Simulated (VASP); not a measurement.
Band structure of AlAs (relaxed from the CsCl type structure, space group Pm-3m). These are PBEsol GGA, VASP's PBE PAW potentials (set 64) (plane waves; VASP 6.6.1) values and carry that method's errors.

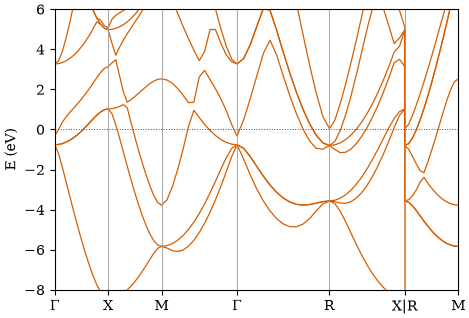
Fig. 1. Bands along high-symmetry lines, zero at the valence-band maximum or, without a gap, the Fermi level

**Question.** Read the plot: is there a gap, and where are the band edges?

**Answer.** It has no gap at this level: it comes out as a metal or semimetal. (Edges off the drawn lines would not show.)

The structure was generated: AlAs was put into the CsCl type type (Pm-3m), which need not be its known phase. It was relaxed first, which changed the volume by +14 %.
